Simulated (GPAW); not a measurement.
## Quasiparticle gap of SrLi2SnS4 (I-42m) in GPAW

Wanted: ground state, empty states, screening and self-energy for SrLi2SnS4 (I-42m).

Calculated with GPAW 26.7.0; PBE and many-body steps on it, plane waves.

## 1. Starting point

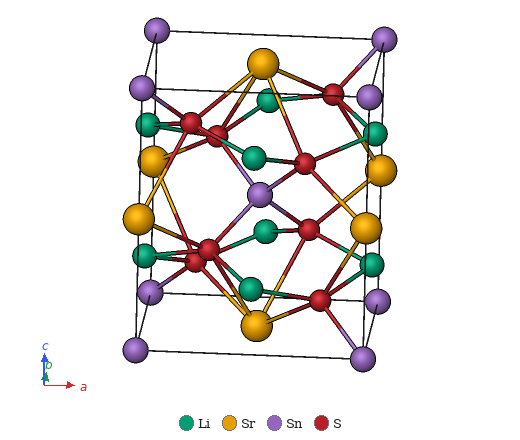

The cell as given, slightly off an axis (lithium teal, strontium orange, tin purple, sulfur red). This picture shows the conventional cell, with its axes. Bonds to atoms that aren't drawn are left out. Some periodic images of atoms are drawn too.

The cell and positions come from the Crystallography Open Database and are kept as given unless a step says otherwise.

## 2. Ground state

This step: GPAW 26.7.0; DFT, PBE, plane waves, PAW.

The ground-state density comes first.

The input, run.py:

```python
import json
import numpy as np
from gpaw.mpi import world
from ase import Atoms
from gpaw import GPAW, PW, FermiDirac

atoms = Atoms(['Li', 'Li', 'Sr', 'Sn', 'S', 'S', 'S', 'S'],
    cell=[[-3.3295000000, 3.3295000000, 3.9590000000],
      [3.3295000000, -3.3295000000, 3.9590000000],
      [3.3295000000, 3.3295000000, -3.9590000000]],
    scaled_positions=[[0.2500000000, 0.7500000000, 0.5000000000],
      [0.7500000000, 0.2500000000, 0.5000000000],
      [0.5000000000, 0.5000000000, 0.0000000000],
      [0.0000000000, 0.0000000000, 0.0000000000],
      [0.0352600000, 0.0352600000, 0.4132000000],
      [0.9647400000, 0.3779400000, 0.0000000000],
      [0.6220600000, 0.6220600000, 0.5868000000],
      [0.3779400000, 0.9647400000, 0.0000000000]],
    pbc=(True, True, True))
calc = GPAW(mode=PW(600),
    xc='PBE',
    kpts={'size': (6, 6, 6), 'gamma': True},
    occupations=FermiDirac(0.001),
    nbands=-10,
    convergence={'density': 1e-6, 'bands': -3},
    maxiter=100,
    txt='gs.txt')
atoms.calc = calc
res = {'energy': atoms.get_potential_energy()}
kpts = calc.get_ibz_k_points()
res['kpts'] = kpts
res['eigenvalues'] = [calc.get_eigenvalues(kpt=k) for k in range(len(kpts))]
res['n_electrons'] = calc.get_number_of_electrons()
calc.write('gs.gpw')

if world.rank == 0:
    with open('result.json', 'w') as f:
        json.dump(res, f, default=lambda x: x.tolist())
```

Command:

```
$ mpirun -n 4 gpaw python run.py
```

Numbers of over 12 decimals in the logs are rounded to 6 here.

The program printed:

```text
__  _  _
 | _ |_)|_||  |
 |__||  | ||/\| - 26.7.0

Input parameters:
  mode=PW(ecut=600.0),
  convergence={'density': 1e-06, 'bands': -3},
  kpts=MonkhorstPack(size=(6, 6, 6), gamma=True),
  maxiter=100,
  nbands=-10,
  occupations=Occupations(name='fermi-dirac', width=0.001, fixmagmom=False),
  xc=XC(name='PBE')
  [... matrices ...]
Diagonalizing LCAO Hamiltonian
Converting LCAO to pw mode

          S

                 S
             Sr Li S

                      Li

             Sn
                  S

Atoms  # Å, Bohr magnetons
|   | symbol |         x |         y |         z |    initial magnetic moments |
| 0 |     Li |  3.329500 |  0.000000 |  1.979500 | ( 0.0000,  0.0000,  0.0000) |
| 1 |     Li | -0.000000 |  3.329500 |  1.979500 | ( 0.0000,  0.0000,  0.0000) |
| 2 |     Sr |  0.000000 |  0.000000 |  3.959000 | ( 0.0000,  0.0000,  0.0000) |
| 3 |     Sn |  0.000000 |  0.000000 |  0.000000 | ( 0.0000,  0.0000,  0.0000) |
| 4 |      S |  1.375749 |  1.375749 | -1.356670 | ( 0.0000,  0.0000,  0.0000) |
| 5 |      S | -1.953751 |  1.953751 |  5.315670 | ( 0.0000,  0.0000,  0.0000) |
| 6 |      S |  1.953751 |  1.953751 |  2.602330 | ( 0.0000,  0.0000,  0.0000) |
| 7 |      S |  1.953751 | -1.953751 |  5.315670 | ( 0.0000,  0.0000,  0.0000) |

Unit cell  # Å
| periodic |         x |         y |         z |  lengths |     angles |
|      yes | -3.329500 |  3.329500 |  3.959000 | 6.151814 | 114.466212 |
|      yes |  3.329500 | -3.329500 |  3.959000 | 6.151814 | 114.466212 |
|      yes |  3.329500 |  3.329500 | -3.959000 | 6.151814 |  99.885913 |

Number of symmetries: 8
Symmetry operations  # r_c * U_cc + t_c -> r_c
|   | kind |            matrix            |
| 0 |  E   |  1, 0, 0,  0, 1, 0,  0, 0, 1 |
| 1 |  σ   |  1, 0, 0,  0, 1, 0, -1,-1,-1 |
| 2 |  σ   |  0, 1, 0,  1, 0, 0,  0, 0, 1 |
| 3 |  C2  |  0, 1, 0,  1, 0, 0, -1,-1,-1 |
| 4 |  C2  |  0, 0, 1, -1,-1,-1,  1, 0, 0 |
| 5 |  S4  |  0, 0, 1, -1,-1,-1,  0, 1, 0 |
| 6 |  S4  | -1,-1,-1,  0, 0, 1,  1, 0, 0 |
| 7 |  C2  | -1,-1,-1,  0, 0, 1,  0, 1, 0 |

BZ-sampling:
  Number of BZ points: 216
  Number of IBZ points: 30

  Monkhorst-Pack size: [6, 6, 6]
  Monkhorst-Pack shift: [0.083333, 0.083333, 0.083333]

K-points  # in reciprocal-cell coordinates
|     |                                coordinates |     weight |
|   0 | (  0.00000000,   0.00000000,   0.00000000) | 0.00462963 |
|   1 | (  0.16666667,  -0.16666667,   0.00000000) | 0.01851852 |
|   2 | (  0.16666667,  -0.16666667,   0.16666667) | 0.01851852 |
|   3 | (  0.16666667,   0.00000000,   0.00000000) | 0.03703704 |
|   4 | (  0.16666667,   0.16666667,  -0.16666667) | 0.00925926 |
|   5 | (  0.33333333,  -0.33333333,   0.00000000) | 0.01851852 |
|   6 | (  0.33333333,  -0.33333333,   0.16666667) | 0.03703704 |
|   7 | (  0.33333333,  -0.33333333,   0.33333333) | 0.01851852 |
|   8 | (  0.33333333,  -0.16666667,   0.00000000) | 0.07407407 |
|   9 | (  0.33333333,  -0.16666667,   0.16666667) | 0.03703704 |
| ... |                                            |            |
|  29 | (  0.50000000,   0.50000000,   0.50000000) | 0.00462963 |

Plane wave coefficients: 5923
Cutoff: 600.0 eV

Spin-components: 1 (collinear spins)
Bands:           35
Projectors:      37
Spin-degeneracy: 2
Datatype:        complex128

  Storage: CPU
  Wave functions: 99_506_400 bytes (24_876_600 per core)
  Projectors: 102_349_440 bytes (25_587_360 per core)
  [... matrices ...]
Parallelization:
  kpt:    4
  domain: 1
  band:   1

Density:
  Valence electrons: 50.0
  Components: 1
  Grid points: [35 35 35]
  Charge: 0.0  # |e|

Potential:
  Grid points: [35 35 35]

species:
  Li:
    name:    Lithium
    Z:       3.0
    valence: 1
    core:    2
    charge:  0.0  # [|e|]
    compensation charges:
      type: gauss
      rc: 0.33  # [Å]
      lmax: 2
    cutoffs:
      filter: 1.91  # [Å]
      core: 2.55  # [Å]
    projectors
    | kind |    occ | energy [eV] | rcut [Å] |
    |   2s |  1.000 |      -2.874 |    1.058 |
    |   2p |  0.000 |      -1.090 |    1.058 |
    |    s |        |      24.337 |    1.058 |

    Using partial waves for Li as LCAO basis

  Sr:
    name:    Strontium
    Z:       38.0
    valence: 10
    core:    28
    charge:  0.0  # [|e|]
    compensation charges:
      type: gauss
      rc: 0.40  # [Å]
      lmax: 2
    cutoffs:
      filter: 2.39  # [Å]
      core: 1.85  # [Å]
    projectors
    | kind |    occ | energy [eV] | rcut [Å] |
    |   4s |  2.000 |     -40.883 |    1.291 |
    |   5s |  2.000 |      -3.525 |    1.291 |
    |   4p |  6.000 |     -22.826 |    1.291 |
    |    p |        |       4.386 |    1.291 |
    |    d |        |       0.000 |    1.254 |

    Using partial waves for Sr as LCAO basis

  Sn:
    name:    Tin
    Z:       50.0
    valence: 14
    core:    36
    charge:  0.0  # [|e|]
    compensation charges:
      type: gauss
      rc: 0.38  # [Å]
      lmax: 2
    cutoffs:
      filter: 2.23  # [Å]
      core: 2.35  # [Å]
    projectors
    | kind |    occ | energy [eV] | rcut [Å] |
    |   5s |  2.000 |     -10.538 |    1.201 |
    |   5p |  2.000 |      -3.696 |    1.270 |
    |   4d | 10.000 |     -25.845 |    1.185 |
    |    s |        |      16.674 |    1.201 |
    |    p |        |      23.515 |    1.270 |
    |    d |        |       1.367 |    1.185 |

    Using partial waves for Sn as LCAO basis

  S:
    name:    Sulfur
    Z:       16.0
    valence: 6
    core:    10
    charge:  0.0  # [|e|]
    compensation charges:
      type: gauss
      rc: 0.24  # [Å]
      lmax: 2
    cutoffs:
      filter: 1.77  # [Å]
      core: 1.66  # [Å]
    projectors
    | kind |    occ | energy [eV] | rcut [Å] |
    |   3s |  2.000 |     -17.254 |    0.974 |
    |   3p |  4.000 |      -7.008 |    0.979 |
    |    s |        |       9.957 |    0.974 |
    |    p |        |      20.203 |    0.979 |
    |    d |        |       0.000 |    0.900 |

    Using partial waves for S as LCAO basis

Reference energy: -298343.518546  # eV

eigensolver:
  PPCG
  Converge bands: -3
  niter=2

density mixing:
  MSR1-Mixer
  Pratt-step length: 0.05
  Maximum mixing coefficient: 0.75
  Old densities: 10
  SVD Regularization: 0.005
  Good broyden scale: 1.0
  Trust region scale: 1.0
  Backstep threshold: 4.0
  History deletion threshold: 6.0
  Fourier metric: weight=20.0, sigma=0.015

occupation numbers:
  Fermi-Dirac:
    width: 0.0010  # eV

poisson solver:
  ecut: 4800.0  # eV

xc functional:
  name: PBE with 2 nearest neighbor stencil

Initialization done in: 2.612 s

convergence criteria:
- Maximum integral of absolute [dens]ity change: 1e-06 electrons / valence electron
- Maximum [total energy] change in last 3 cyles: 0.0005 eV / valence electron
- Maximum integral of absolute [eigenst]ate change: 4e-08 eV^2 / valence electron
maximum number of iterations: 100

SCF iterations
|iter     |     time |      energy | eigst |  dens |
|iter:   1|  |  -37.106349 | +0.84 |       |
|iter:   2|  |  -36.835520 | -0.29 | -1.04 |
|iter:   3|  |  -35.783199 | -0.72 | -1.08 |
|iter:   4|  |  -35.789185 | -1.41 | -1.58 |
|iter:   5|  |  -35.796301c| -1.94 | -2.04 |
|iter:   6|  |  -35.796693c| -2.31 | -2.81 |
|iter:   7|  |  -35.796730c| -2.91 | -3.38 |
|iter:   8|  |  -35.796737c| -3.45 | -3.78 |
|iter:   9|  |  -35.796737c| -3.71 | -4.60 |
|iter:  10|  |  -35.796737c| -4.06 | -5.16 |
|iter:  11|  |  -35.796737c| -4.32 | -5.69 |
|iter:  12|  |  -35.796737c| -4.72 | -6.34c|
|iter:  13|  |  -35.796737c| -5.01 | -6.98c|
|iter:  14|  |  -35.796737c| -5.16 | -7.64c|
|iter:  15|  |  -35.796737c| -5.40 | -8.20c|
|iter:  16|  |  -35.796737c| -5.61 | -8.77c|
|iter:  17|  |  -35.796737c| -5.87 | -9.23c|
|iter:  18|  |  -35.796737c| -6.02 | -9.92c|
|iter:  19|  |  -35.796737c| -6.06 |-10.46c|
|iter:  20|  |  -35.796737c| -6.36 |-10.77c|
|iter:  21|  |  -35.796737c| -6.66 |-11.03c|
|iter:  22|  |  -35.796737c| -6.76 |-11.44c|
|iter:  23|  |  -35.796737c| -6.75 |-11.92c|
|iter:  24|  |  -35.796737c| -7.16 |-12.15c|
|iter:  25|  |  -35.796737c| -7.27 |-12.37c|
|iter:  26|  |  -35.796737c| -7.29 |-12.77c|
|iter:  27|  |  -35.796737c| -7.40 |-13.01c|
|iter:  28|  |  -35.796737c| -7.42c|-13.26c|

Converged in 28 steps
SCF loop duration: 82.458 s (2.945 s/step)
Energy contributions relative to reference atoms: (reference = -298343.518546)
  [... matrices ...]
Energy contributions:
  Kinetic:          49.976790
  Coulomb:         -46.517031
  Zero:              0.049740
  External:          0.000000
  Xc:              -39.306237
  Entropy:          -0.000000
  Spinorbit:         0.000000
  ----------------------------
  Free energy:     -35.796737
  Extrapolated:    -35.796737

dipole moment: (-45.533126, -45.533126, 27.717219)  # |e|*Ang

Fermi level: 4.376
Eigenvalues  # (at kpt = [0.000, 0.000, 0.000])
| band index |      eig [eV] | occ [0-2] |
|          0 |       -30.493 |     2.000 |
|        ... |               |           |
|         17 |         1.462 |     2.000 |
|         18 |         1.838 |     2.000 |
|         19 |         1.838 |     2.000 |
|         20 |         2.569 |     2.000 |
|         21 |         2.582 |     2.000 |
|         22 |         3.092 |     2.000 |
|         23 |         3.175 |     2.000 |
|         24 |         3.175 |     2.000 |
|         25 |         6.245 |     0.000 |
[...]
|         29 |         8.954 |     0.000 |
|         30 |         9.628 |     0.000 |
|         31 |         9.628 |     0.000 |
|         32 |         9.638 |     0.000 |
|        ... |               |           |
|         34 |        10.253 |     0.000 |

Gap: 2.682 eV
Transition (v -> c):
  (s=0, k=29, n=24, [0.50, 0.50, 0.50]) -> (s=0, k=29, n=25, [0.50, 0.50, 0.50])
No difference between direct/indirect transitions
# Writing to gs.gpw (mode='')
  [... matrices ...]
```

It took 87 s on 4 MPI ranks of Arm Neoverse V1, shared host; peak memory 1.1 GiB.

Numbers from this step:

```
total energy               : -35.80 eV
gap                        : 2.682 eV
k of the valence top       : 0.5, 0.5, 0.5
k of the conduction bottom : 0.5, 0.5, 0.5
least direct gap           : 2.682 eV
```

The gap is direct, at (0.500, 0.500, 0.500).

## 3. Empty states on the mesh, 2×2×2 mesh, 150 bands

The sums over transitions need many empty states on a uniform mesh; this step solves for them.

The input, run.py:

```python
import json
import numpy as np
from gpaw.mpi import world
from gpaw import GPAW

calc = GPAW('gs.gpw').fixed_density(kpts={'size': (2, 2, 2), 'gamma': True},
    nbands=175,
    convergence={'bands': 150},
    txt='nscf.txt')
calc.write('full.gpw', mode='all')
res = {}
kpts = calc.get_ibz_k_points()
res['kpts'] = kpts
res['eigenvalues'] = [calc.get_eigenvalues(kpt=k) for k in range(len(kpts))]
res['n_electrons'] = calc.get_number_of_electrons()

if world.rank == 0:
    with open('result.json', 'w') as f:
        json.dump(res, f, default=lambda x: x.tolist())
```

Command:

```
$ mpirun -n 4 gpaw python run.py
```

The program printed:

```text
Diagonalizing LCAO Hamiltonian
Converting LCAO to pw mode
convergence criteria:
- Maximum integral of absolute [eigenst]ate change: 4e-08 eV^2 / valence electron
maximum number of iterations: 100

SCF iterations
|iter     |     time |      energy | eigst |  dens |
|iter:   1|  |             | +3.99 |       |
|iter:   2|  |             | +2.74 |       |
|iter:   3|  |             | +1.66 |       |
[...]
|iter:  12|  |             | -6.62 |       |
|iter:  13|  |             | -7.04 |       |
|iter:  14|  |             | -7.59c|       |
SCF steps: 14
  __  _  _
 | _ |_)|_||  |
 |__||  | ||/\| - 26.7.0

Input parameters:
  mode=PW(ecut=600.0),
  convergence={'bands': 150},
  gpts=array([35, 35, 35]),
  kpts=MonkhorstPack(size=(2, 2, 2), gamma=True),
  maxiter=100,
  nbands=175,
  occupations=Occupations(name='fermi-dirac', width=0.001, fixmagmom=False),
  parallel={},
  xc=XC(name='PBE')
# Writing to full.gpw (mode='all')
  [... matrices ...]

timing:  # [seconds]
  Total: 0.045  # ━━━━━━━━━━━━━━━━━━━━━━━━━━━━━━━━━━━━━━━━━━━━━━━━━━━━━━━━━━━
```

It took 39 s on 4 MPI ranks; peak memory 1.2 GiB; 2.6 min of CPU time.

Numbers from this step:

```
gap                                                           : 2.682 eV
k of the valence top                                          : 0.5, 0.5, 0.5
k of the conduction bottom                                    : 0.5, 0.5, 0.5
least direct gap                                              : 2.682 eV
k points computed                                             : 4
lowest point of the top converged band, above the valence top : 40.04 eV
```

On this mesh the gap is 2.682 eV.

[end of part 1 of 2]

[Paths, hosts, dates, memory and timing lines, banners, echoed tables and standing remarks are left out of the program output.]

[Logs are printed without paths, hosts, clocks, repeated set-up lines and the standing remarks that a program may print on its own settings, such as how far it seeks lower states.]

[Runs of the session that timed out or met a known fault of the program may be left out.]

[Hosts, paths, dates, database ids (printed as entryN), source tags and the programs' standing remarks are cut or masked in the printed files.]
